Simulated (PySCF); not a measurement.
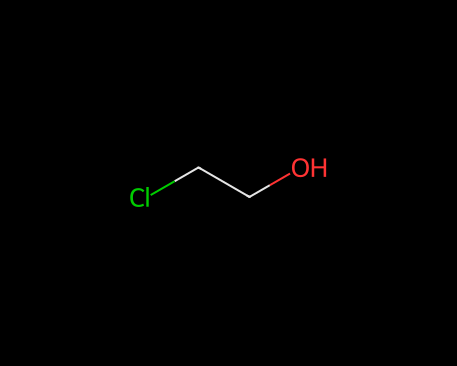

> Transcribe the drawing into SMILES.

OCCCl

> Give the formula, hydrogens included.

C2H5ClO.

> An optimisation with PBE0-D3(BJ)/def2-SVP gave a structure of which point group?

C1. Other conformers may differ.

More results for the same structure follow; atom numbers are the same in all pictures, views and colours differ. The computed structure is the end point of a PBE0-D3(BJ)/def2-SVP optimisation. No frequency run is at hand to confirm it as a minimum.

### Geometry

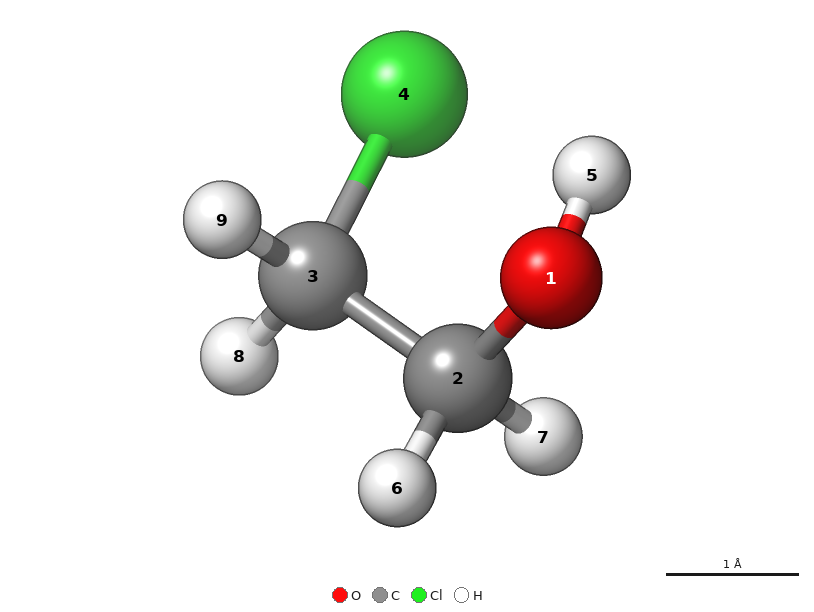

Numbered structure. No frequency run is at hand to confirm it as a minimum.

> Describe the coordination of atom 1.

O1 has 2 neighbours (C2 at 1.39, H5 at 0.97 Å); the arrangement is bent.

> What is the geometry at C3?

C3 has 4 neighbours (C2 at 1.51, Cl4 at 1.80, H8 at 1.10, H9 at 1.10 Å); the arrangement is tetrahedral.

> Describe the coordination of atom 2.

C2 has 4 neighbours (O1 at 1.39, C3 at 1.51, H6 at 1.10, H7 at 1.11 Å); the arrangement is tetrahedral.

> What is the dihedral angle O1–C2–C3–Cl4?

61° in size, that is gauche.

### Dipole moment

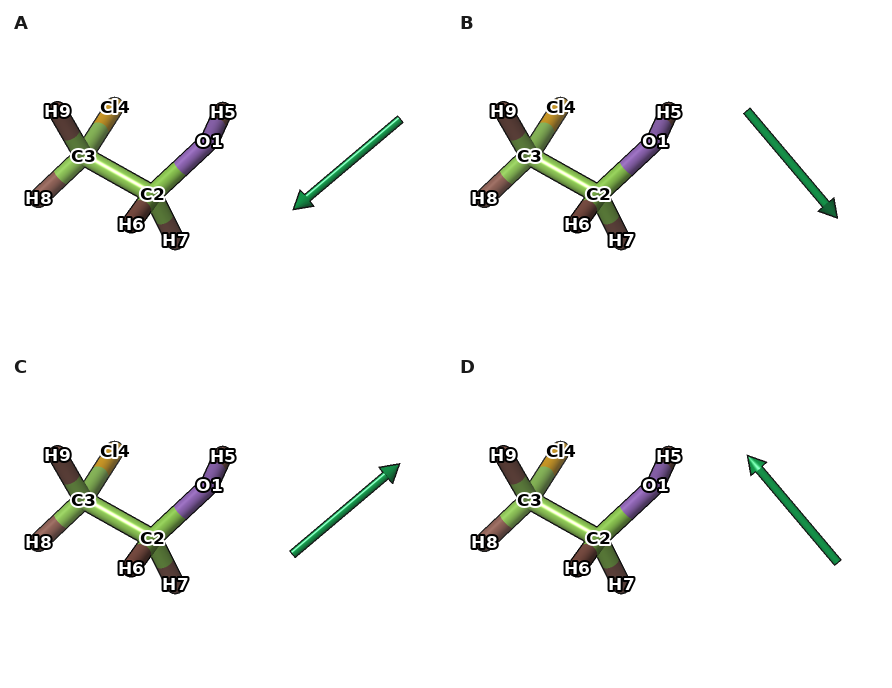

The same molecule four times, each with an arrow. No frequency run is at hand to confirm it as a minimum. Method: B3LYP/def2-SVPD, gas phase (PySCF 2.14.0).

> Which arrow points along the dipole moment, from the negative to the positive end?

A. The dipole moment is 1.69 D; it points from the side of H5 to the side of H8 (the outermost atoms at the two ends).

### Polarisability

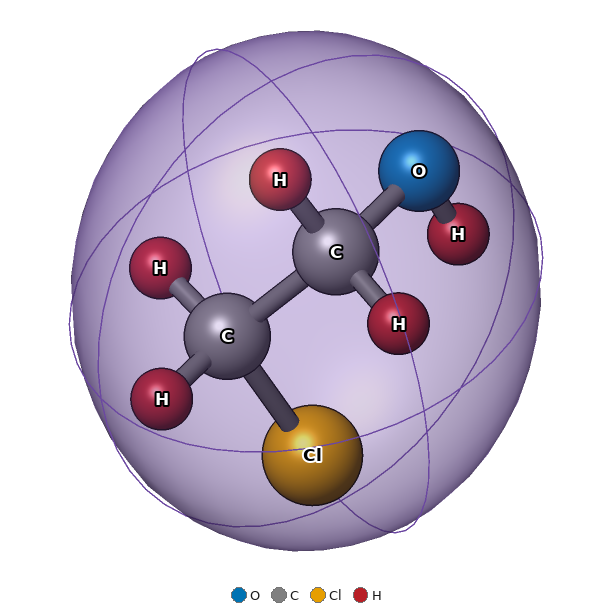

The ellipsoid shows the static dipole polarisability: its half-axes are proportional to the principal values. No frequency run is at hand to confirm it as a minimum. Computed with PBE0/def2-SVPD (PySCF 2.14.0).

> How large and how anisotropic is the polarisability?

Principal values 40.1, 44.0, 52.6 bohr³; mean 45.6 bohr³ (6.75 Å³); anisotropy 11.1 bohr³, so the longest axis is 1.31 times the shortest.

### Excitation

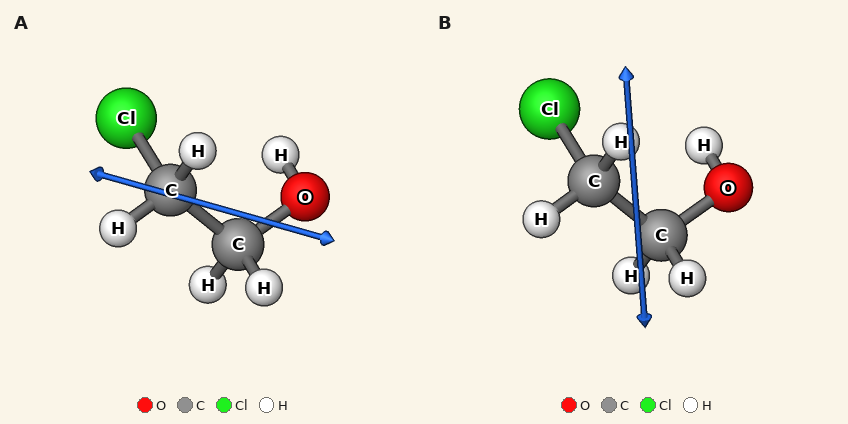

The double arrows show the directions of two transition dipoles from the ground state (lengths mean nothing). No frequency run is at hand to confirm it as a minimum. Level of theory: TDDFT PBE0/def2-TZVP, vertical, gas phase, core orbitals frozen in the response (PySCF 2.14.0).

> One belongs to singlet state 8 and one to singlet state 9. Which is which?

A: state 8, 9.17 eV (135 nm), oscillator strength 0.034, mainly HOMO−3 → LUMO (weight 0.66).
B: state 9, 9.27 eV (134 nm), oscillator strength 0.12, mainly HOMO → LUMO+3 (weight 0.73).
